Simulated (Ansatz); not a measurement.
System: Cs2RbCl3.

Input

```
crystal:
  lattice:
    - [4.0373691177, 2.3309761469, 4.2815746471]
    - [-4.0373691177, 2.3309761469, 4.2815746471]
    - [0.0, -4.6619522938, 4.2815746471]
  atoms:
    - { symbol: Cs, position: [0.1519296499, 0.1519296499, 0.1519296499] }
    - { symbol: Cs, position: [0.8480703501, 0.8480703501, 0.8480703501] }
    - { symbol: Rb, position: [0.5, 0.5, 0.5] }
    - { symbol: Cl, position: [0.5, 0.5, 0.0] }
    - { symbol: Cl, position: [0.5, 0.0, 0.5] }
    - { symbol: Cl, position: [0.0, 0.5, 0.5] }
kpoints:
  mp_grid: { grid: [6, 6, 6] }
  band_path:
    path:
      - [0.0, 0.0, 0.0]
      - [0.5, 0.5, 0.5]
      - [0.6357376925, 0.3642623075, 0.5]
      - [0.5, -0.3642623075, 0.3642623075]
      - [0.5, 0.0, 0.0]
      - [0.4321311538, -0.4321311538, 0.0]
      - [0.5678688462, 0.0, 0.4321311538]
      - [0.5, 0.0, 0.5]
    npoints: 1
hamiltonian:
  xc: r2scan
  dispersion: rvv10
scf:
  occupations: { method: fermi_dirac, width: 0.03 }
  n_extra_bands: 5
output:
  forces: true
  stress: true
  eigenvalues: true
  write_density: true
  write_potential: true
  elf: true
  volumetric_format: npy
```

Launched as:

```sh
ansatz run input.yaml --threads 2 --pin off --max-ram 29491MiB --backend cpu --events-out ev --progress --plain --runs-dir out
```

Below, planes, directions and counts refer to the conventional cell (a = 8.07 Å, b = 8.07 Å, c = 12.84 Å, α = 90.00°, β = 90.00°, γ = 120.00°).

Space group R-3m; a structure from a database of computed crystals, not necessarily the ambient phase; started from the Mg2SiNi3-166 prototype, which need not be the ambient phase.

Theory: DFT, r2SCAN+rVV10, plane waves, PAW (Ansatz 0.2.0).

What can the converged valence pseudo-density and electron localisation function tell about the bonding?

Cs–Cl (3.30 Å): ρ at the midpoint is about 0.11 e/Å³; the ELF is about 0.05 at the midpoint (a closed-shell, largely ionic contact).

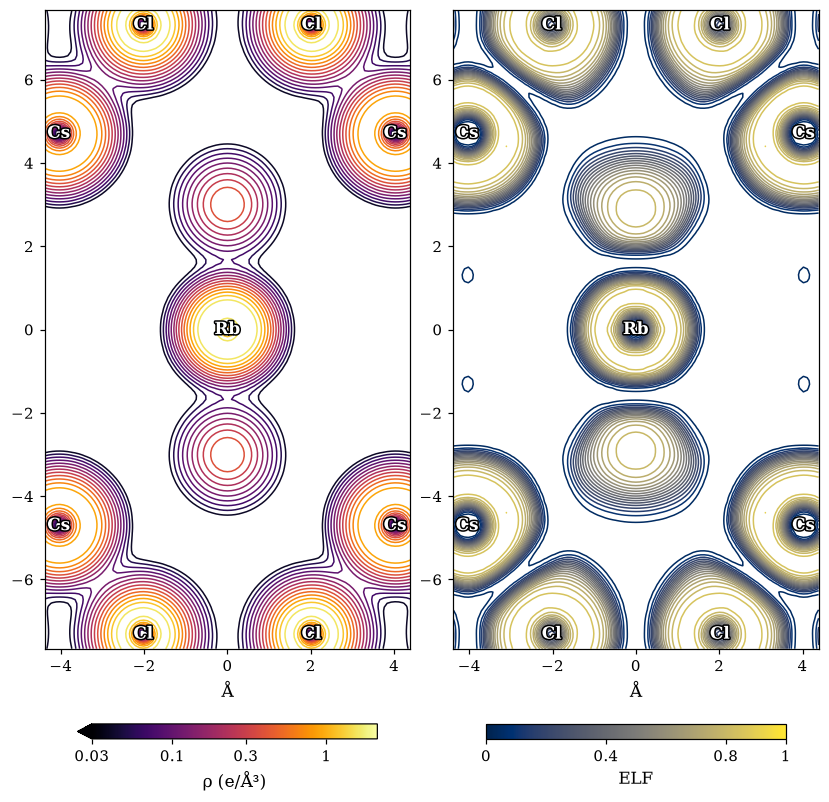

Computed valence pseudo-density and electron localisation function on the (011) plane of the conventional cell, in this order. 

The density is the valence pseudo-density of a PAW calculation; it isn't the true density close to the nuclei.
